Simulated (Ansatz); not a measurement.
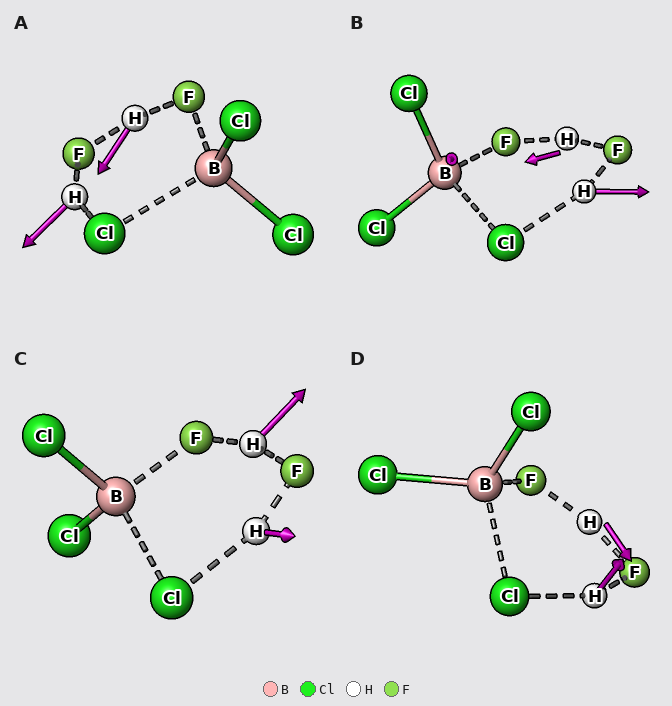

4 normal modes of one molecule or complex, as arrows. Broken sticks mark bonds that form or break. Harmonic vibrations computed with RKS PBE0-D4/def2-TZVP (Ansatz 0.2.0) at a stationary point of the same level. It is a saddle point of order 1.

Match the panels to the wavenumbers 893 cm⁻¹, 1373 cm⁻¹, 1624 cm⁻¹, 2195 cm⁻¹.

A: 1373 cm⁻¹
B: 893 cm⁻¹
C: 1624 cm⁻¹
D: 2195 cm⁻¹
